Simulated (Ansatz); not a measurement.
The crystal is Ba2SrTi3O9 (perovskite [001] superlattice) (P4mm).

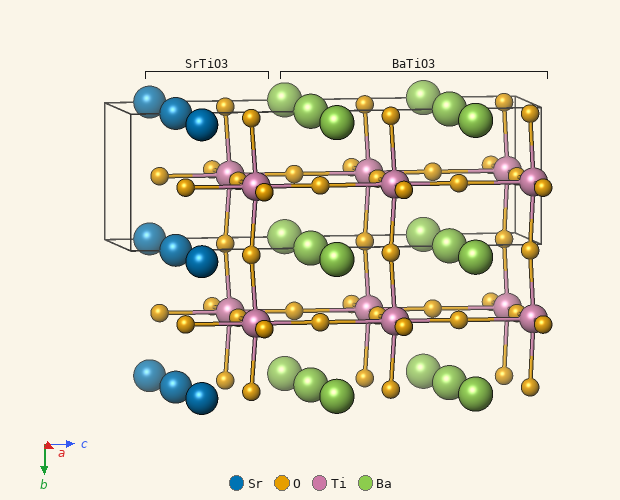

The structure (strontium blue, oxygen orange, titanium pink, barium green). 2×2×1 cells are drawn. Some periodic images of atoms are drawn too.

The structure was built from a prototype and need not be the compound's stable phase.

It takes space group P4mm (No. 99, tetragonal). Conventional cell: a = 3.935 Å, b = 3.935 Å, c = 11.979 Å, α = 90.00°, β = 90.00°, γ = 90.00°. Nearest to Sr lie 12 O at 2.68 to 2.82 Å. Nearest to O lie 2 Ti at 1.83 to 2.06 Å and 4 Sr at 2.78 Å. Ti has 6 O at 1.87 to 2.06 Å nearest. O has 2 Ti at 1.97 Å and 2 Sr at 2.68 Å and 2 Ba at 2.89 Å nearest. Nearest to Ba lie 12 O at 2.77 to 2.89 Å. Nearest to O lie 2 Ti at 1.87 to 2.18 Å and 4 Ba at 2.78 Å. It derives from SrTiO3. Farther neighbours and most contacts between anions are not listed.

```xyz
15
Lattice="3.9350 0.0000 0.0000 0.0000 3.9350 0.0000 0.0000 0.0000 11.9787" Properties=species:S:1:pos:R:3 pbc="T T T"
Sr    0.0000    0.0000    1.0095
O     1.9675    1.9675    0.9181
Ti    1.9675    1.9675    2.9767
O     1.9675    0.0000    2.8347
O     0.0000    1.9675    2.8347
Ba    0.0000    0.0000    4.9512
O     1.9675    1.9675    4.8483
Ti    1.9675    1.9675    7.0293
O     1.9675    0.0000    6.9067
O     0.0000    1.9675    6.9067
Ba    0.0000    0.0000    9.0003
O     1.9675    1.9675    8.8903
Ti    1.9675    1.9675   11.0712
O     1.9675    0.0000   10.9715
O     0.0000    1.9675   10.9715
```

The structure was relaxed with PBEsol. The runs that relaxed it are not among those shown. Spin-orbit coupling is left out unless a run names it.

Gaps computed with Ansatz 0.2.0 without a self-energy: PBEsol 1.85 eV and HSE06 3.34 eV.

Estimate the G0W0@PBEsol gap with 6×6×2 mesh, 624 empty bands, screening to 130 eV, PAW set soft_1 files.

About 3.50 eV: on its mesh the run moves the gap from 1.85 eV by +1.64 eV. Among the scalar-relativistic levels given, HSE06 is nearest (−0.16 eV). Bands and cutoff are finite, so the gap is not at the basis limit. The miss can reach some tenths of an eV and take either sign; the mesh is an error of its own. The many-body steps are scalar-relativistic: spin-orbit coupling is not in them.

[Paths, hosts, dates, memory and timing lines, banners, echoed tables and standing remarks are left out of the program output.]

[Logs are printed without paths, hosts, clocks, repeated set-up lines and the standing remarks that a program may print on its own settings, such as how far it seeks lower states.]

[Runs of the session that timed out or met a known fault of the program may be left out.]

[Cells called generated may have been cut or substituted from an entry of the Crystallography Open Database or the Materials Project.]

[Hosts, paths, dates, database ids (printed as entryN), source tags and the programs' standing remarks are cut or masked in the printed files.]
